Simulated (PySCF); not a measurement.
System: C$_{4}$H$_{10}$BFO$_{2}$.

Input file:

```
{"job": {"kind": "nmr", "xc": "PBE0", "basis": "pcSseg-1"}, "charge": 0, "multiplicity": 1}
B     -0.776448    -1.441733    -0.399988
O     -1.026146     0.211798    -0.194879
C     -2.172999     0.507267     0.597284
C      0.109038     0.901192     0.196163
F      0.448891     0.582428     1.489103
C      1.283716     0.612127    -0.780687
C      2.435604    -0.120967    -0.178431
O      1.238251     1.070413    -1.888208
H     -1.816960    -1.821887    -0.810666
H      0.096581    -1.461800    -1.202621
H     -0.476872    -1.872915     0.664009
H     -2.033006     0.178185     1.629611
H     -2.370194     1.581903     0.568589
H     -3.000843    -0.039018     0.152887
H     -0.093694     1.988494     0.201094
H      2.904386     0.520967     0.567622
H      3.156753    -0.373230    -0.950164
H      2.085181    -1.016905     0.327623
```

Run with:

```sh
OMP_NUM_THREADS=1 python probes_run.py task.json out
```

Geometry: GFN2-xTB.

Method: PBE0/pcSseg-1, SCF density, gas phase, non-relativistic in PySCF 2.14.0.

> Predict the electron density and electron localisation function between the atoms.

C–O (1.20 Å): ρ at the midpoint is about 3.4 e/Å³; the ELF peaks at about 0.85 between the atoms: a short, multiple covalent bond.
C–F (1.37 Å): ρ is about 2.1 e/Å³ halfway, with its minimum of 1.7 e/Å³ about 0.5 Å from C; the ELF peaks at about 0.85 between the atoms; a shared but strongly polarised pair.
C–C (1.49 Å): ρ is about 1.8 e/Å³ halfway; the ELF peaks at about 0.95 between the atoms: a covalent bond.
C–H (1.09 Å): the density is about 2 e/Å³ at the midpoint; the ELF climbs to about 1 towards the hydrogen, as it does in any bond to H: a covalent bond by its length.

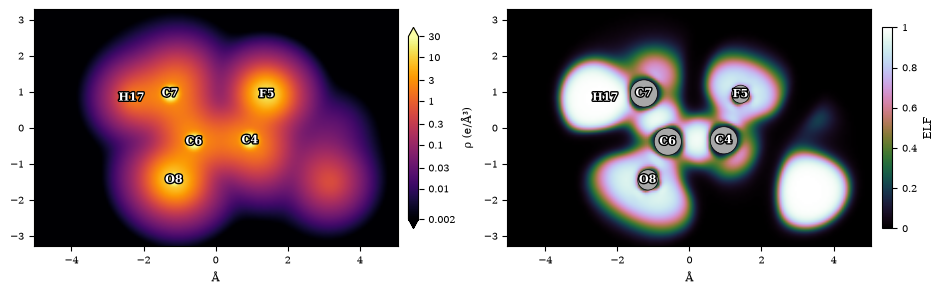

Computed electron density and electron localisation function on the plane of atoms C4, C6 and C7, in this order. Grey discs cover the atomic cores in the ELF map. 
